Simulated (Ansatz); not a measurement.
# HfB2: how well frozen cores do, part 2 of 2

Aim: solve HfB2 at one geometry with LAPW, all electrons, PAW with frozen cores and all-electron PAW on datasets made for the crystal, and see where they agree.

Ansatz 0.2.0; DFT PBEsol; a database cell (COD). «Crystal datasets» are all-electron PAW datasets made for this crystal. Earlier steps stand in the parts before.

**3. PAW with frozen cores**

input.yaml reads:

```yaml
crystal:
  lattice:
    - [3.1400001005, 0.0, 0.0]
    - [-1.5700000503, 2.7193198549, 0.0]
    - [0.0, 0.0, 3.48]
  atoms:
    - { symbol: Hf, position: [0.0, 0.0, 0.0] }
    - { symbol: B, position: [0.3333333333, 0.6666666667, 0.5] }
    - { symbol: B, position: [0.6666666667, 0.3333333333, 0.5] }
kpoints:
  mp_grid: { grid: [15, 15, 12] }
  band_path:
    path:
      - [0.0, 0.0, 0.0]
      - [0.5, 0.0, 0.0]
      - [0.3333333333, 0.3333333333, 0.0]
      - [0.0, 0.0, 0.0]
      - [0.0, 0.0, 0.5]
      - [0.5, 0.0, 0.5]
      - [0.3333333333, 0.3333333333, 0.5]
      - [0.0, 0.0, 0.5]
      - [0.5, 0.0, 0.5]
    npoints: 14
scf:
  occupations: { method: fermi_dirac, width: 0.03 }
hamiltonian:
  xc: pbesol
  pseudopotentials: { kind: paw }
output:
  forces: true
  stress: true
  eigenvalues: true
  efg: { contact_densities: true }
  populations: true
  bader: true
  dos: { projected: true, de: 0.2, e_range: [-14, 8] }
  write_density: true
  write_potential: true
  elf: true
  volumetric_format: npy
```

Launch:

```bash
$ ansatz run input.yaml --threads 1 --pin off --max-ram 4096MiB --backend cpu --events-out ev --progress --plain --runs-dir out
```

Output:

```text
Hf: output.efg is read without spin–orbit coupling, which moves field gradients at and beside such atoms by some per cent and up to a factor of two; PAW files take it under magnetization.noncollinear and magnetization.spin_orbit
Engine: ansatz 0.2.0
Pseudopotentials: kind: paw
Pseudopotential: Hf, paw, valence charge 26, recommended cutoff 420 eV (normal)
Pseudopotential: B, paw, valence charge 3, recommended cutoff 420 eV (normal)
Functional definition: PBEsol
  exchange = pbesol_x
  correlation = pbesol_c
Crystal: 3 atoms, lattice volume = 29.715 Å³
Basis set: ecut = 420 eV, 563 PW (Γ), exchange–correlation on 48×48×48 points (8 copies of the dense FFT grid, shifted against one another)
Bands: 20, of which v1, the nominal top of the filled ones, is band 16 counted from 1 (15 counted from 0)
Symmetry: 24 space group operations
Space group: P6/mmm (ITA 191), of the structure as read, at distance tolerance 3.1e-5 Å
k-points: 189 of 2700
Non-local potential: Hf, projectors of the file, l = 0: 3, l = 1: 2, l = 2: 2, l = 3: 3
Non-local potential: B, projectors of the file, l = 0: 2, l = 1: 2, l = 2: 1
PAW form: soft (Blöchl's): semilocal exchange-correlation on the pseudo side does not see the compensation charge
PAW frozen core: Hf, regenerated for the run's functional, and the local potential with it (the file was generated under x = pbe(κ = 0.804, μ = 0.2195149727645171), c = pbe(β = 0.06672455060314922))
PAW frozen core: B, regenerated for the run's functional, and the local potential with it (the file was generated under x = pbe(κ = 0.804, μ = 0.2195149727645171), c = pbe(β = 0.06672455060314922))
PAW one-centre angular grid: Hf, 590 points (default); XC on 64 Gauss nodes
PAW one-centre angular grid: B, 110 points (default); XC on 64 Gauss nodes
Initial density: superposition of atomic densities (neutral atoms: chi_scale 0, normalization atom), corrected by the library's trained network
Initial wavefunctions: pseudopotential atomic-orbital guess
Functional: x = pbesol(κ = 0.804, μ = 0.12345679012345678), c = pbesol(β = 0.046)
SCF iter   1: F=—  HF=-15906.604425 eV  |F-HF|=—  |Δ(HF+E_count)|=         —  Δρ=5.93e-3  dr2=1.87e-2  ethr=1.77e-3  ⟨swp⟩=4.3  Hψ=14826  notcnv=0
preconditioner: auto → none  [metal: Δε(μ)=0.034 eV  Ē_g=17.413 eV  σ=0.030 eV  W_gap=0.27  n_scr=8 (ndim 8)  ℏωp=37.3 eV  f_vac=0.000  D(μ)=0.24/eV (n_scr^D=0)  sad-step TF]
SCF iter   2: F=—  HF=-15906.600246 eV  |F-HF|=—  |Δ(HF+E_count)|=   4.18e-3  Δρ=3.36e-3  dr2=6.41e-3  ethr=5.86e-5  ⟨swp⟩=2.0  Hψ=5782  notcnv=0
SCF iter   3: F=—  HF=-15906.598598 eV  |F-HF|=—  |Δ(HF+E_count)|=   1.65e-3  Δρ=1.12e-3  dr2=5.71e-4  ethr=2.00e-5  ⟨swp⟩=2.0  Hψ=5882  notcnv=0
SCF iter   4: F=—  HF=-15906.598301 eV  |F-HF|=—  |Δ(HF+E_count)|=   2.97e-4  Δρ=1.39e-4  dr2=1.76e-6  ethr=1.78e-6  ⟨swp⟩=2.0  Hψ=6795  notcnv=0
SCF iter   5: F=—  HF=-15906.598315 eV  |F-HF|=—  |Δ(HF+E_count)|=   1.37e-5  Δρ=3.34e-5  dr2=2.94e-7  ethr=5.49e-9  ⟨swp⟩=2.0  Hψ=6833  notcnv=0
SCF iter   6: F=-15906.598315 eV  HF=-15906.598315 eV  |F-HF|=8.06e-10  |Δ(HF+E_count)|=   2.44e-8  Δρ=4.50e-6  dr2=2.23e-9  ethr=3.13e-10  ⟨swp⟩=8.2  Hψ=24524  notcnv=0
SCF 1 converged in 6 iterations: F = -15906.598315 eV  dr2 = 2.23e-9
NSCF: frozen V_eff on 113 k-points
SCF converged after 6 iterations
Free energy (F): -15906.598315 eV
Harris-Foulkes:  -15906.598315 eV  (|F-HF|=8.06e-10)
Internal energy: -15906.597598 eV  (E = F + TS)
E sigma→0 (E₀):  -15906.597956 eV
Entropy (-TS):   -0.000717 eV (-0.239 meV/atom)
Fermi energy:    20.410330 eV
--- Per-component energies (eV) ---
  E_band       = 125.718532
  E_kinetic    = 525.794862
  E_local      = -5283.519471  (includes V_loc(G=0)·N_el)
  E_nonlocal   = -1216.219393
  E_hartree    = 2516.164910
  E_xc         = -364.410658
  E_vxc        = -345.920880  (∫ρ·V_xc dr)
  E_paw        = -6958.685887  (= ΣΔE_a)
  E_vpaw       = 1413.253400  (= ΣTr[D̂ρ^β])
  E_aug_tail   = -0.000008  (compensation charges beyond the density's cutoff)
  E_ewald      = -5127.002467
  E_core_change = 1.280513  (= ΣΔE_core)
  E_smearing   = -0.000717  (= −TS)
  E_closure    = 0.000000  (closes the sum)
  Σ components = -15906.598315   (vs F -15906.598315, Δ=0.00e0)
--- Forces (eV/Å), atoms counted from 1 ---
  atom   1  Hf    -0.00000000     0.00000000     0.00000000
  atom   2  B     -0.00000000     0.00000000    -0.00000000
  atom   3  B      0.00000000    -0.00000000     0.00000000
  max |Σ_I F_I| component: 9.25e-17 eV/Å
--- Stress (GPa, compression-positive) ---
       -3.891902      -0.000000      -0.000000
       -0.000000      -3.891902      -0.000000
       -0.000000      -0.000000      -5.307988
  P = ⅓ Tr σ = -4.3639 GPa (-43.639 kbar)
--- PAW observables at the nuclei: V_zz in 10²¹ V/m², potentials from the cell's mean, atoms counted from 1 ---
  atom   1  Hf V_zz =   +10.917616   η = 0.0000   by run symmetry: allowed
            electrostatic potential = -14184.344012 V   contact ρ = 7519011.789606 e/Å³
  atom   2  B  V_zz =    +0.064223   η = 0.0000   by run symmetry: allowed
            electrostatic potential = -335.967279 V   contact ρ = 481.244225 e/Å³
  atom   3  B  V_zz =    +0.064223   η = 0.0000   by run symmetry: allowed
            electrostatic potential = -335.967279 V   contact ρ = 481.244225 e/Å³
--- Band table (eV; the first three rows and the last of 189) ---
  k-point 0: bands = ["-41.3489", "-10.2292", "-9.7353", "-9.7353", "6.6670", "8.6660", "8.6877", "8.6985", "8.6985", "8.7023", "8.7023", "8.7983", "17.3363", "17.4837", "17.4837", "17.6773", "24.3503", "24.3503", "25.0170", "25.0170"]
  k-point 1: bands = ["-41.3484", "-10.2484", "-9.7339", "-9.7339", "6.7778", "8.6649", "8.6877", "8.6999", "8.6999", "8.7009", "8.7009", "8.7983", "16.4352", "17.5556", "17.5556", "18.5377", "23.5409", "23.5409", "24.7779", "24.7779"]
  k-point 2: bands = ["-41.3471", "-10.3005", "-9.7301", "-9.7301", "7.0986", "8.6622", "8.6876", "8.6969", "8.6969", "8.7039", "8.7039", "8.7983", "15.3507", "17.7682", "17.7682", "19.5250", "22.5495", "22.5495", "24.1492", "24.1492"]
  k-point 188: bands = ["-41.2868", "-10.3088", "-10.2321", "-10.2321", "8.6789", "8.6789", "8.6928", "8.6949", "8.6949", "8.7166", "8.7723", "11.3174", "11.3174", "14.8989", "17.2269", "17.2269", "24.7694", "25.7630", "27.2957", "27.2957"]
--- Löwdin populations: 3 sites ---
  site symbol       q [e]
     0     Hf     25.3274
     1      B      3.3219
     2      B      3.3219
  spilling = 0.000900 (of n_electrons = 32.000000)
--- Bader charges: 3 sites ---
  site symbol  charge [e]  shift [e]
     0     Hf      1.5508     0.0010
     1      B     -0.7754     0.0005
     2      B     -0.7754     0.0005
  estimated error of the sums over rays = 4.7e-4 e
```

Run time: 30 s. Hardware: 1 thread of Arm Neoverse V1, shared host; peak memory 0.45 GiB.

Result: pressure -4.36 GPa; no gap; Vzz Hf1 10.92 (η = 0.00), B2 0.06 (η = 0.00) (10²¹ V/m²).

```
atom  Bader charge (e)  basin volume (Å³)
 Hf1             +1.55              11.89
  B2             -0.78               8.91
```

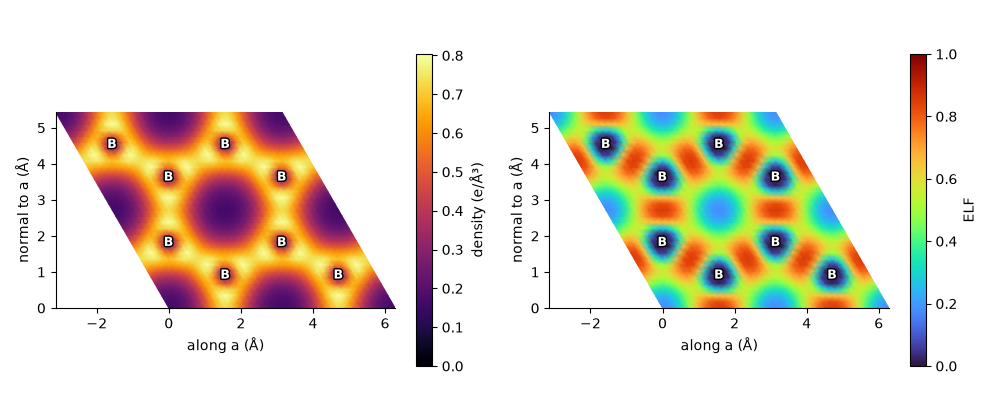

Density (left) and ELF (right) in a lattice plane of the grid's cell (edges 3.14 and 3.14 Å, at 0.500 of the third edge), which holds B. Only atoms in the plane are labelled. Both are smooth fields of the valence electrons: close to the nuclei they are not physical.

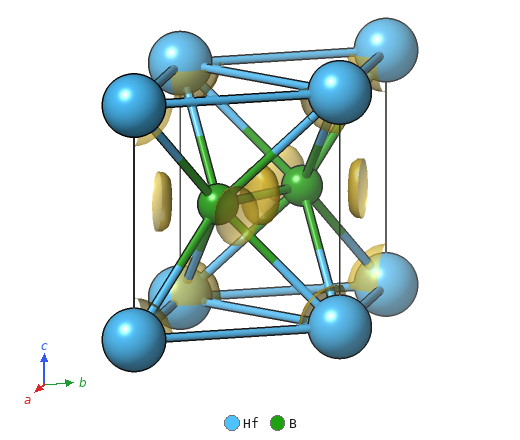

Surface of ELF = 0.80, drawn in one cell.

The highest ELF values outside the cores: 0.86 on the B–B line, 0.9 Å from B.

**4. All-electron PAW on datasets made for the crystal**

input.yaml: that of step 3 with these lines changed.

```diff
@@ -22,3 +22,3 @@
       - [0.5, 0.0, 0.5]
-    npoints: 14
+    npoints: 8
 scf:
@@ -27,3 +27,3 @@
   xc: pbesol
-  pseudopotentials: { kind: paw }
+  pseudopotentials: { kind: all_electron, datasets: crystal }
 output:
@@ -33,8 +33 @@
   efg: { contact_densities: true }
-  populations: true
-  bader: true
-  dos: { projected: true, de: 0.2, e_range: [-14, 8] }
-  write_density: true
-  write_potential: true
-  elf: true
-  volumetric_format: npy
```

Launch:

```bash
$ ansatz run input.yaml --threads 1 --pin off --max-ram 4096MiB --backend cpu --events-out ev --progress --plain --runs-dir out
```

Output, cut to the lines that bear on the results:

```text
[...]
Hf: output.efg is read without spin–orbit coupling, which moves field gradients at and beside such atoms by some per cent and up to a factor of two; PAW files take it under magnetization.noncollinear and magnetization.spin_orbit
[...]
[... 1 set-up line as earlier in the session ...]
Pseudopotential: Hf, paw, valence charge 26, recommended cutoff 400 eV (normal), Koelling and Harmon's equation, gaussian nucleus
Pseudopotential: B, paw, valence charge 3, recommended cutoff 400 eV (normal), Koelling and Harmon's equation, gaussian nucleus
[... 1 set-up line as earlier in the session ...]
[...]
Crystal: 3 atoms, lattice volume = 29.715 Å³
Basis set: ecut = 400 eV, 563 PW (Γ), exchange–correlation on 48×48×48 points (8 copies of the dense FFT grid, shifted against one another)
Bands: 20, of which v1, the nominal top of the filled ones, is band 16 counted from 1 (15 counted from 0)
[... 1 set-up line as earlier in the session ...]
[...]
--- Stress (GPa, compression-positive) ---
       -3.864505      -0.000000      -0.000000
       -0.000000      -3.864505      -0.000000
       -0.000000      -0.000000      -5.190173
  P = ⅓ Tr σ = -4.3064 GPa (-43.064 kbar)
--- PAW observables at the nuclei: V_zz in 10²¹ V/m², potentials from the cell's mean, atoms counted from 1 ---
  atom   1  Hf V_zz =   +11.442023   η = 0.0000   by run symmetry: allowed
            electrostatic potential = -14181.672292 V   contact ρ = 7515498.860652 e/Å³
  atom   2  B  V_zz =    +0.090377   η = 0.0000   by run symmetry: allowed
            electrostatic potential = -335.243634 V   contact ρ = 481.267452 e/Å³
  atom   3  B  V_zz =    +0.090377   η = 0.0000   by run symmetry: allowed
            electrostatic potential = -335.243634 V   contact ρ = 481.267452 e/Å³
--- Band table (eV; the first three rows and the last of 189) ---
  k-point 0: bands = ["-40.9581", "-9.8336", "-9.3441", "-9.3441", "7.0593", "9.0587", "9.0757", "9.0907", "9.0907", "9.0932", "9.0932", "9.1861", "17.7283", "17.8726", "17.8726", "18.0698", "24.7449", "24.7449"]
[...]
```

It took 61 s on 1 thread of Arm Neoverse V1, shared host; peak memory 0.79 GiB.

This run gives: pressure -4.31 GPa; no gap; Vzz Hf1 11.44 (η = 0.00), B2 0.09 (η = 0.00) (10²¹ V/m²).

```
atom  contact density (e/Å³)
 Hf1                 7515499
  B2                481.2675
```

**5. The methods compared**

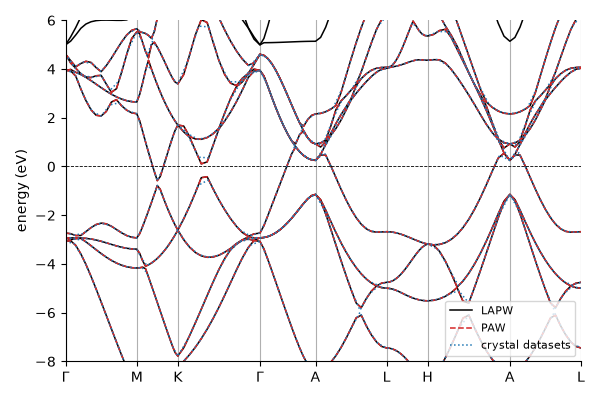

Bands of 3 runs (LAPW; PAW; crystal datasets) drawn together, counted from each run's Fermi level.

| method | pressure (GPa) | Vzz Hf1 (10²¹ V/m²) | Vzz B2 (10²¹ V/m²) | SCF cycles, by the record's count |
| --- | --- | --- | --- | --- |
| LAPW | -4.30 | – | – | 9 |
| PAW | -4.36 | 10.92 | 0.06 | 6 |
| crystal datasets | -4.31 | 11.44 | 0.09 | 12 |

**6. What came out**

This closing draws on all 2 parts.

| quantity | value |
| --- | --- |
| pressure | LAPW -4.30, PAW -4.36, crystal datasets -4.31 GPa |
| gap (LAPW) | none |
| Bader charges (PAW) | Hf1 +1.55, B2 -0.78 e |
| highest ELF (PAW) | 0.86, 0.91 Å from B |

**Reading.** At this geometry the cell is under tension of 4.3 GPa, so it would shrink if let go. Bands cross the Fermi level: the crystal is a metal at this level. Hf 5d carries the largest share, 73 %, of the projected states within 0.3 eV of the Fermi level. The projection holds only the free atom's occupied shells (Hf 6s, Hf 5p, Hf 5d, B 2s, B 2p in this range). The field gradient at Hf1, the largest by crystal datasets, is 10.92 by PAW and 11.44 by crystal datasets (10²¹ V/m²), within 5 %. Spin–orbit coupling is left out, which moves gradients at and beside heavy atoms by some per cent and at worst by a factor of two. In pressure, PAW differs from LAPW by -0.06 GPa. The price, with the outputs that each input asks for: 78 s for LAPW against 30 s for PAW, about 2.6 to one. Spin-orbit coupling is left out, though the cell holds Hf; in elements this heavy it can shift bands and gaps by tenths of an eV.
